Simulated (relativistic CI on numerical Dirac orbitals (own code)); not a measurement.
# Relativistic CI calculation for Pt⁷⁺

- system: Pt⁷⁺.
- method: Dirac-Coulomb-Breit CI, KLI orbitals optimised for each configuration, model QED (radiative potential, 1s self-energy scaled to tabulated hydrogen-like ionisation energies) (relativistic CI on numerical Dirac orbitals, in-house)

Input file:
```
atom Pt  Z=78  charge=7  electrons=71
nucleus A=195  rms_radius_fm=5.4270
hamiltonian dirac-coulomb  breit=on  qed=on  c_scale=1
orbitals kli  potential=per-configuration
slater_scale 1
correlation none
mixing on
configurations
  [Xe] 4f14 5d3
  [Xe] 4f14 5d2 6s
  [Xe] 4f14 5d2 5f
  [Xe] 4f14 5d2 6p
  [Kr] 4d10 4f14 5s2 5p5 5d4
  [Xe] 4f14 5d 6s 6p
  [Xe] 4f14 5d2 5g
  [Xe] 4f14 5d 5f 6s
  [Xe] 4f14 5d2 6d
  [Xe] 4f14 5d2 7s
  [Kr] 4d10 4f14 5s 5p6 5d4
  [Kr] 4d10 4f14 5s2 5p5 5d3 5f
  [Xe] 4f14 5d2 7p
  [Xe] 4f14 5d2 6f
  [Xe] 4f14 5d2 7d
  [Xe] 4f14 5d2 8s
  [Kr] 4d10 4f14 5s2 5p5 5d3 6s
  [Kr] 4d10 4f14 5s2 5p5 5d3 5g
  [Xe] 4f13 5d4
  [Xe] 4f14 5d2 8p
  [Xe] 4f14 5d 5g 6p
  [Xe] 4f14 5d 5f 5g
  [Kr] 4d10 4f14 5s 5p6 5d3 5f
  [Xe] 4f13 5d3 6s
  [Xe] 4f14 5d 6s2
  [Xe] 4f14 5f 6s2
  [Xe] 4f14 6s2 6p
  [Xe] 4f14 5g 6s2
  [Xe] 4f14 6s2 6d
  [Xe] 4f14 5d 5f2
  [Xe] 4f14 5f2 6s
  [Xe] 4f14 5f3
  [Xe] 4f14 5f2 6p
  [Xe] 4f14 5f2 5g
  [Xe] 4f14 5f2 6d
  [Xe] 4f14 5d 6p2
  [Xe] 4f14 6s 6p2
  [Xe] 4f14 5f 6p2
  [Xe] 4f14 6p3
  [Xe] 4f14 5g 6p2
  [Xe] 4f14 6p2 6d
  [Xe] 4f14 5d 5f 6p
  [Xe] 4f14 5f 6s 6p
  [Xe] 4f14 5f 5g 6p
  [Xe] 4f14 5f 6p 6d
  [Xe] 4f14 5d 5g2
  [Xe] 4f14 5g2 6s
  [Xe] 4f14 5f 5g2
  [Xe] 4f14 5g2 6p
  [Xe] 4f14 5g3
  [Xe] 4f14 5g2 6d
  [Xe] 4f14 5d 5g 6s
  [Xe] 4f14 5f 5g 6s
  [Xe] 4f14 5g 6s 6p
  [Xe] 4f14 5g 6s 6d
  [Kr] 4d10 4f14 5p6 5d5
  [Kr] 4d10 4f14 5p5 5d6
end
```

Launched within a batch (the task file carries these settings):
```bash
python <driver script> task.json out
```

The program writes its results to a structured record and prints no log; tables and figures of this report are taken from that record.

The lowest 20 levels:

```tsv
Configuration	Level	E (cm⁻¹)	LS purity (%)	Landé g	Lifetime (s; – stable or not computed)
5d³	⁴F₃/₂	0	80	0.494	–
5d³	⁴F₅/₂	9,152	93	1.038	3.6×10⁻²
5d³	⁴F₇/₂	16,120	81	1.181	8.7×10⁻²
5d³	[(5d₃/₂)² 5d₅/₂] J = 3/2	20,060	48	1.389	2.4×10⁻²
5d³	[(5d₃/₂)² 5d₅/₂] J = 9/2	20,240	50	1.194	8.3×10⁻¹
5d³	[(5d₃/₂)² 5d₅/₂] J = 1/2	23,280	70	2.093	9.4×10⁻²
5d³	²G₇/₂	31,580	78	0.958	9.7×10⁻³
5d³	²H₉/₂	33,000	55	1.081	1.6×10⁻²
5d³	⁴P₅/₂	34,190	88	1.552	2.9×10⁻²
5d³	[5d₃/₂ (5d₅/₂)²] J = 3/2	38,890	45	1.180	4.9×10⁻³
5d³	[5d₃/₂ (5d₅/₂)²] J = 1/2	41,000	70	1.242	1.0×10⁻²
5d³	²H₁₁/₂	43,730	99	1.091	3.2×10⁻²
5d³	²D₅/₂	47,560	90	1.206	9.6×10⁻³
5d³	[(5d₅/₂)³] J = 9/2	51,300	58	1.078	6.1×10⁻³
5d³	²F₅/₂	53,870	84	0.918	1.6×10⁻²
5d³	²F₇/₂	55,250	93	1.130	1.5×10⁻²
5d³	[(5d₅/₂)³] J = 3/2	57,060	56	1.191	4.8×10⁻³
5d³	²D₃/₂	81,910	97	0.808	3.4×10⁻³
5d³	²D₅/₂	84,030	82	1.171	2.2×10⁻³
5d² 6s	⁴F₃/₂	187,200	90	0.440	1.9×10⁻⁵
```

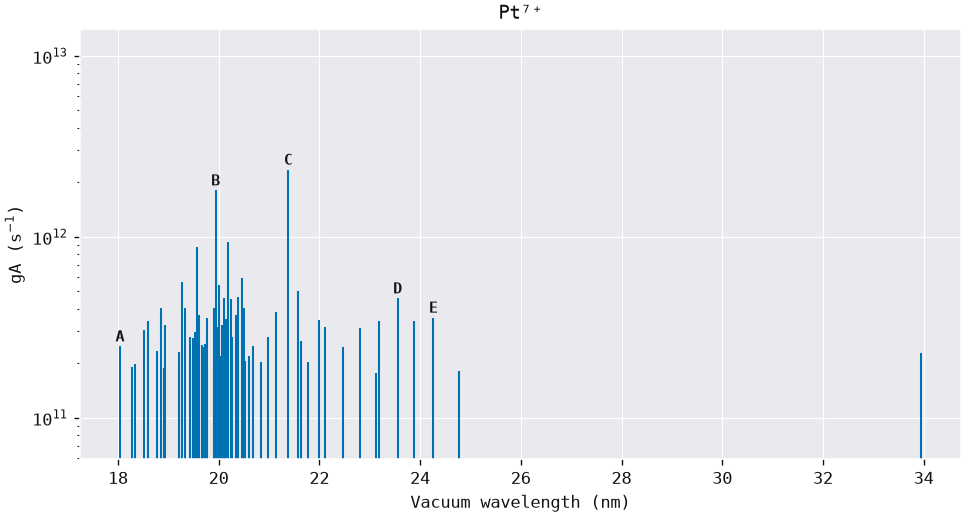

The stronger electric dipole lines (weighted rates gA) for Pt⁷⁺. A: 5p⁵ 5d⁴ J = 5/2 (odd, mixed, level 397) → 5p⁶ 5d³ ⁴F₅/₂, 18.04 nm, gA = 2.5×10¹¹ s⁻¹; B: 5p⁵ 5d⁴ J = 11/2 (odd, mixed, level 333) → 5p⁶ 5d³ [(5d₃/₂)² 5d₅/₂] J = 9/2, 19.94 nm, gA = 1.8×10¹² s⁻¹; C: 5p⁶ 5d² 5f J = 13/2 (odd, mixed, level 319) → 5p⁶ 5d³ ²H₁₁/₂, 21.39 nm, gA = 2.3×10¹² s⁻¹; D: 5p⁵ 5d⁴ J = 11/2 (odd, mixed, level 238) → 5p⁶ 5d³ [(5d₅/₂)³] J = 9/2, 23.55 nm, gA = 4.6×10¹¹ s⁻¹; E: 5p⁶ 5d² 5f J = 11/2 (odd, mixed, level 158) → 5p⁶ 5d³ ²H₉/₂, 24.27 nm, gA = 3.6×10¹¹ s⁻¹. The strongest, C, lies in the extreme ultraviolet region.

Results in brief:

- outcome: converged
- lowest level: 5p⁶ 5d³ ⁴F₃/₂
- first excited level: 5p⁶ 5d³ ⁴F₅/₂, 9,152 cm⁻¹
- ionisation energy: 108.399 eV
- levels computed: 7255
- SCF iterations: 559
- hardware: 1 thread of AMD EPYC (Zen 3), 64 GiB of memory available, shared host
- wall time: 11 s

Remarks:

Caveats: configurations can be misplaced by up to about 7 % of their energy; only a limited list of configurations is included, so lower levels can be missing; only lines among the lowest 400 of 7255 levels are drawn, so those from 5p⁶ 5d² 7p are incomplete.
